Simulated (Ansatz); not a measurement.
A series of calculations on TaSiNH$_{6}$Cl$_{4}$

**1. Relaxation**

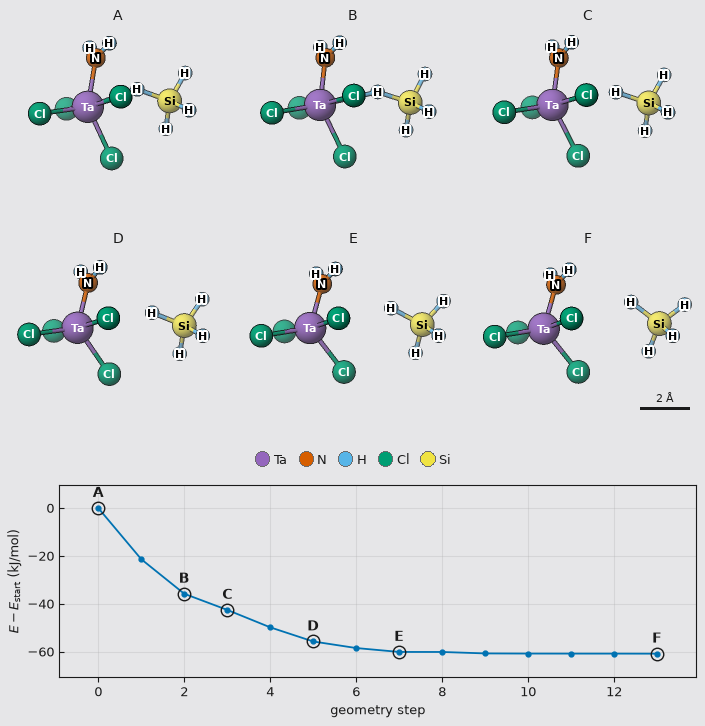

Frames of a relaxation of TaSiNH6Cl4, marked on the history of the run. A ball-and-stick model, seen at a tilt.

The run prepares an end point of a later path (reaction) calculation, from a guessed geometry.

Method: RHF/def2-SVP (Ansatz 0.2.0). Set-up: no spin polarisation; force threshold 0.03 eV/Å; at most 50 steps.

What happens along the run?

Answer. After 13 geometry steps the energy has fallen by 60.8 kJ/mol. The largest force component goes from 2.6 to 0.027 eV/Å. The largest move after the best rigid fit is that of an H atom, 1.34 Å. By element the largest moves are H 1.34 Å, Si 0.92 Å, Cl 0.91 Å, Ta 0.66 Å, N 0.48 Å. Near-neighbour distances that change, for instance: H–Ta 2.490 → 4.325 Å, N–Ta 2.072 → 1.940 Å, Cl–Ta 2.287 → 2.321 Å, Cl–Ta 2.346 → 2.325 Å. Among the angles between lasting bonds that change: N–Ta–Cl 141.3° → 119.3°, Cl–Ta–Cl 107.9° → 121.7°, Cl–Ta–Cl 163.9° → 173.1°. From step 0 to 2: Si and H atoms move most (0.26 Å), energy −35.8 kJ/mol. From step 2 to 3: an H atom moves most (0.19 Å), energy −6.74 kJ/mol. From step 3 to 5: Cl atoms move most (0.39 Å), energy −13.2 kJ/mol. From step 5 to 7: H atoms move most (0.29 Å), energy −4.37 kJ/mol. From step 7 to 13: an H atom moves most (0.34 Å), energy −0.72 kJ/mol.

```tsv
step	E − E(0), kJ/mol	largest force component, eV/Å
0	0.00	2.5509
1	-21.38	1.2045
2	-35.80	0.4981
3	-42.54	0.5616
4	-49.82	0.3716
5	-55.73	0.3213
6	-58.47	0.1749
7	-60.10	0.1036
8	-60.11	0.4368
9	-60.71	0.0272
10	-60.77	0.0308
11	-60.79	0.0404
12	-60.79	0.0433
13	-60.82	0.0270
```

Limits of the set-up: Hartree-Fock leaves out electron correlation.

**2. Relaxation**

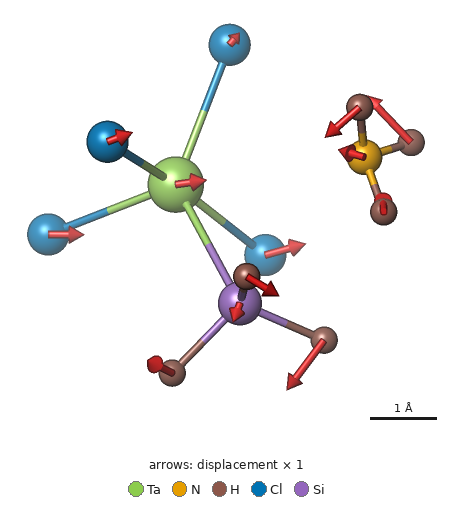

This is a relaxation of TaSiNH$_{6}$Cl$_{4}$. The starting structure is drawn; red arrows show the displacements, at their true length. The two geometries are superimposed by the best rigid fit.

The picture is a ball-and-stick view, seen at a tilt.

The run prepares an end point of a later path (reaction) calculation, from a guessed geometry.

Computed with Ansatz 0.2.0, RHF/def2-SVP.

The input:
```yaml
crystal:
  periodic: [false, false, false]
  atoms:
    - { symbol: Ta, position_ang: [-0.605048, -0.449677, 0.232359] }
    - { symbol: "N", position_ang: [2.698685, 0.02283, 0.469756] }
    - { symbol: H, position_ang: [2.905013, 0.728638, 1.156205] }
    - { symbol: H, position_ang: [3.037129, 0.339969, -0.423011] }
    - { symbol: Cl, position_ang: [-0.670865, -0.010902, 2.54121] }
    - { symbol: Cl, position_ang: [-0.04831, -1.32219, -1.877367] }
    - { symbol: Cl, position_ang: [-0.122732, 1.764055, -0.350885] }
    - { symbol: Cl, position_ang: [-2.757025, -1.258554, 0.168247] }
    - { symbol: Si, position_ang: [1.008053, -2.315016, 1.029635] }
    - { symbol: H, position_ang: [0.056368, -3.4323, 1.290377] }
    - { symbol: H, position_ang: [1.97668, -2.762199, 0.009391] }
    - { symbol: H, position_ang: [1.716895, -2.004497, 2.286555] }
    - { symbol: H, position_ang: [3.208957, -0.830855, 0.722829] }
basis:
  gaussian: { orbitals: def2-SVP }
hamiltonian:
  xc: hf
relax:
  f_tol: 0.03
  max_steps: 50
```

Run as
```bash
ansatz run input.yaml --threads 4 --pin off --max-ram 5120MiB --backend cpu --events-out ev --progress --plain --runs-dir out
```

Question: Atoms of which element are displaced furthest, and by how much?

Answer: Hydrogen: up to 1.01 Å, against 0.68 Å for chlorine.

Question: Describe the change and its energy.

Answer: H4 moves most after the best rigid fit: 1.01 Å. Largest moves by element: H 1.01 Å, Cl 0.68 Å, Ta 0.51 Å, N 0.51 Å, Si 0.35 Å. Near-neighbour distances that change, for instance: Ta1–N2 3.346 → 2.385 Å, Ta1–H13 3.864 → 2.949 Å, Ta1–H3 3.816 → 2.908 Å, Ta1–H4 3.784 → 2.877 Å. New bonds form, among them: Ta1–N2 (3.35 → 2.39 Å). Bond angles that change, for instance: Cl7–Ta1–Si9 129.0° → 152.3°, Cl8–Ta1–Si9 109.7° → 94.6°, Cl7–Ta1–Cl8 121.2° → 112.8°. Groups turn about Ta1–Si9 by about 35°. The energy falls by 16.4 kcal/mol in 26 accepted moves (31 points after the start). Largest force component: 1 eV/Å at the start, 0.019 eV/Å at the end. The line search rejected the trial steps at points 6, 11, 16, 19, 20 of the run. The forces were under the threshold at step 21, but the run went on from there.

Limits of the set-up: the start holds two separate molecules, 2.4 Å apart at their closest, whose relative position is a soft coordinate and is computed without a dispersion correction; Hartree-Fock leaves out electron correlation.

**3. Path**

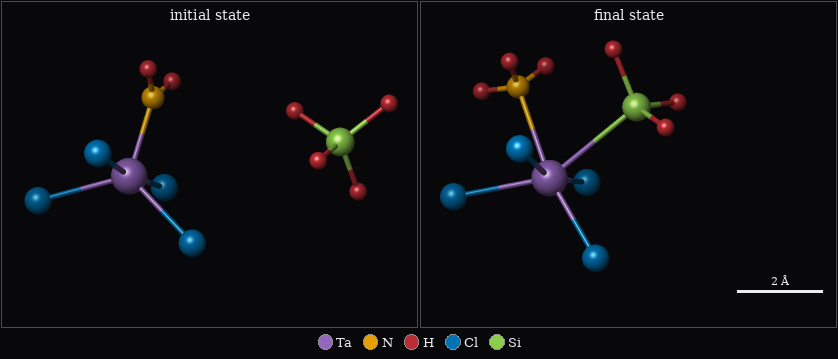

The two relaxed end points of a path for TaSiNH6Cl4, made up at the start of TaNH2Cl4 and SiH4. The picture is a ball-and-stick view, seen at a tilt.

Theory: RHF/def2-SVP (Ansatz 0.2.0).

Settings: 7 movable images; climbing image; force threshold 0.05 eV/Å; iteration limit 60.

Start:
```xyz
13

Ta   -0.1154    0.9271   -0.1814
N     1.8201    0.8411   -0.0809
H     2.3498    1.0954    0.7342
H     2.4054    0.5201   -0.8319
Cl   -0.0545    1.7214    2.0381
Cl    0.1066    0.1128   -2.3831
Cl   -1.1174    2.8830   -0.9277
Cl   -1.3707   -0.9258    0.4469
Si    1.6719   -3.7432    1.6888
H     0.7499   -4.4221    0.7509
H     2.8040   -4.6444    2.0112
H     0.9537   -3.3868    2.9333
H     2.2006   -2.5093    1.0569
```

End:
```xyz
13

Ta   -0.1098   -0.3978    0.1029
N     2.2069    0.1215    0.3346
H     2.4497    0.2928    1.2991
H     2.4070    0.9677   -0.1781
Cl   -0.2871    0.3110    2.3591
Cl    0.5991   -1.3367   -1.9418
Cl   -0.0078    1.8715   -0.6928
Cl   -2.2264   -1.2848   -0.0053
Si    0.9752   -2.5727    1.3132
H    -0.0254   -3.1722    2.2257
H     1.4348   -3.5912    0.3373
H     2.1571   -2.1470    2.1107
H     2.8304   -0.5926   -0.0093
```

What barrier does the band find between them, and by what path?

The highest point, image 3, lies 244.3 kJ/mol above the start and 214.5 kJ/mol above the end; the end is at +29.8 kJ/mol relative to the start. Breaking: Si9–H13 (1.48 → 1.88 at the top → 3.02 Å). Forming: N2–H13 (3.56 → 1.37 at the top → 1.01 Å), Ta1–Si9 (5.34 → 3.01 at the top → 2.72 Å). The band converged in 33 iterations, with a climbing image at the top. At the top, the vibrational analysis gives one imaginary mode (1823i cm⁻¹), as a transition state must have.

Energies of the converged images:

```tsv
image	path (Å)	E (kJ/mol)
0	0.00	0.0
1	1.44	7.2
2	2.88	32.1
3	4.32	244.3
4	5.56	55.5
5	6.79	31.3
6	8.03	31.7
7	9.27	31.2
8	10.50	29.8
```

The geometry at the top of the path:

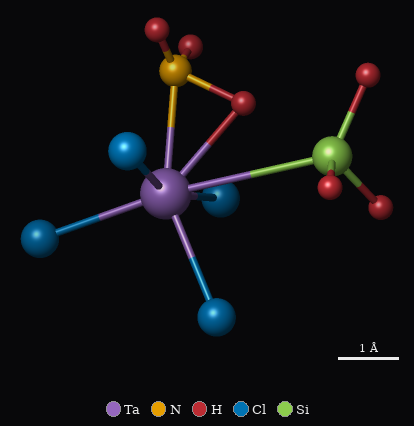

Limits of the set-up: the start holds two separate molecules, 3.6 Å apart at their closest, whose relative position is a soft coordinate and is computed without a dispersion correction; Hartree-Fock leaves out electron correlation.
